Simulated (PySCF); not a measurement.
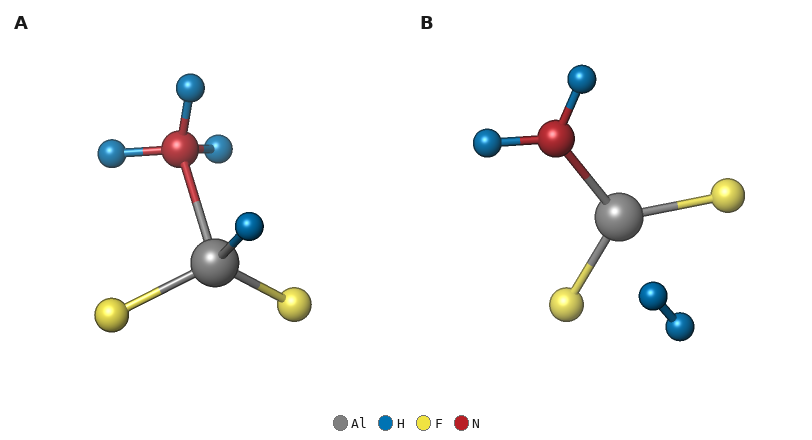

2 stationary structures of one formula. Geometries: PBE0-D4/def2-TZVP. Electronic energies: CCSD(T)/CBS (MP2 limit from def2-TZVPP and def2-QZVPP plus CCSD(T) − MP2) (PySCF 2.14.0), without zero-point energy. No frequency run is at hand to confirm each as a minimum. Each is one conformer, not always the lowest.

Which is lowest in energy, and by how much?

A is lowest; B lies 65.5 kJ/mol above it (Cs).

Give E(B) − E(A) in kJ/mol at these levels too: ωB97M-V/def2-TZVPP; PBE0-D4/def2-SVP; SPW92 (LDA)/def2-TZVPP; CCSD(T)/CBS (MP2 limit from def2-TZVPP and def2-QZVPP plus CCSD(T) − MP2); RHF/STO-3G; RHF-MP2 (frozen core)/def2-QZVPP; RHF-CCSD(T) (frozen core)/def2-SVP; B3LYP-D4/6-31G.

| level | E(B) − E(A) (kJ/mol) |
| --- | --- |
| ωB97M-V/def2-TZVPP | +68.2 |
| PBE0-D4/def2-SVP | +91.2 |
| SPW92 (LDA)/def2-TZVPP | +75.3 |
| CCSD(T)/CBS (MP2 limit from def2-TZVPP and def2-QZVPP plus CCSD(T) − MP2) | +65.5 |
| RHF/STO-3G | +99.3 |
| RHF-MP2 (frozen core)/def2-QZVPP | +60.1 |
| RHF-CCSD(T) (frozen core)/def2-SVP | +92.8 |
| B3LYP-D4/6-31G | +98.4 |
